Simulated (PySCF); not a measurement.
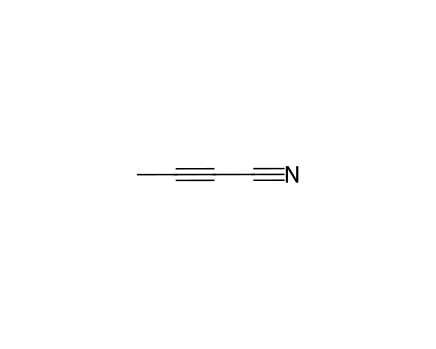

Computed geometry: GFN2-xTB optimisation. No frequency run is at hand to confirm it as a minimum. Method: ωB97X-D/def2-SVPD, gas phase (PySCF 2.14.0). Excitations: vertical, linear response.

What does the calculation give?

The species is C₄H₃N (`CC#CC#N`).
- dipole moment: 5.37 D
- HOMO energy (Kohn–Sham orbital): −10.20 eV
- LUMO energy (Kohn–Sham orbital): 0.66 eV
- HOMO–LUMO gap: 10.85 eV
- mean static polarisability: 54.4 bohr³
- lowest vertical singlet excitation: 5.23 eV
- its oscillator strength: 0.000
